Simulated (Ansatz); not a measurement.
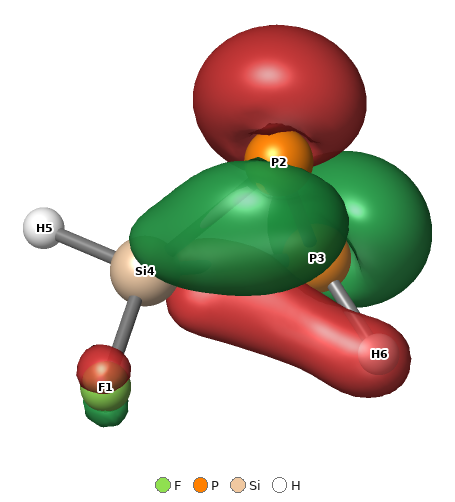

Figure 1: FH2P2Si (doublet). One frontier orbital at ±0.15 Å⁻³ᐟ² (green and red are the two phases), seen across its widest extent.

Geometry: r2SCAN-D4/def2-SVP.

Computed with isolated molecule in a Gaussian basis; Kohn-Sham density functional theory, functional PBE0 in Ansatz 0.2.0.

```xyz
6

F    -1.7063    0.7158   -1.4461
P     1.3098   -0.5014   -1.0658
P     1.0937    0.1483   -3.2179
Si   -0.1282    1.0681   -1.6251
H     0.0451    2.5185   -1.3882
H     0.2643   -0.9249   -3.6787
```

Q: Which orbital is it: HOMO (α) or LUMO (α)?

A: The HOMO (α), at −6.86 eV. By Hirshfeld shares it lies mainly on P2 (about 50 %), P3 (about 35 %) and Si4 (about 10 %); π-antibonding (π*) across P2–P3.
